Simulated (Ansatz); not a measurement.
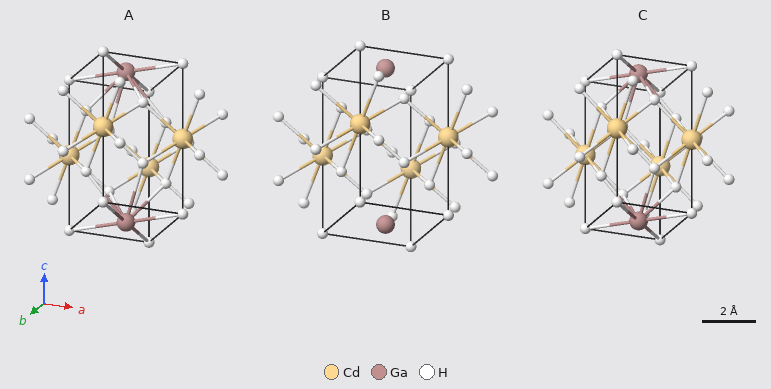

3 geometries from one relaxation of solid CdGaH$_{5}$ (built on the SiSnPd5-123 type type), in shuffled order. A ball-and-stick model of the cell of the calculation, seen from a free direction.

All numbers below come from Ansatz 0.2.0, DFT, PBEsol, plane waves, PAW. Set-up: plane-wave cutoff 420 eV; k-point mesh 6 × 6 × 4; occupations fermi dirac; smearing width 0.03 eV; no spin polarisation; cell and atoms relaxed; force threshold 0.01 eV/Å; at most 120 steps.

Q: Put them in the order of the run, from the start to the converged end.

A: B, A, C. They are steps 0, 2, 12, at +1.576 eV per cell of the calculation, +0.286 eV per cell of the calculation relative to the last. The energy falls by 1.576 eV per cell of the calculation in 10 accepted moves (12 points after the start). The largest force component goes from 0.23 to 0.00068 eV/Å. The pressure goes from −12.28 to 0.01 GPa. The SCF was repeated twice at an unchanged geometry on a basis and grid sized afresh for the cell, which shifted the energy by 9.4 meV per cell of the calculation at most. The largest moves relative to the cell, 0.16 Å, are those of H atoms. Ga and Cd stay in place. The volume changes by −32.6 %, with a = b 3.637 → 3.073 Å (−15.5 %), c 6.337 → 5.978 Å (−5.7 %). Some distances before and after: Ga–H 2.572 → 2.173 Å, Ga–H 2.609 → 2.219 Å, Cd–H 2.234 → 2.071 Å. The space group stays P4/mmm (No. 123).
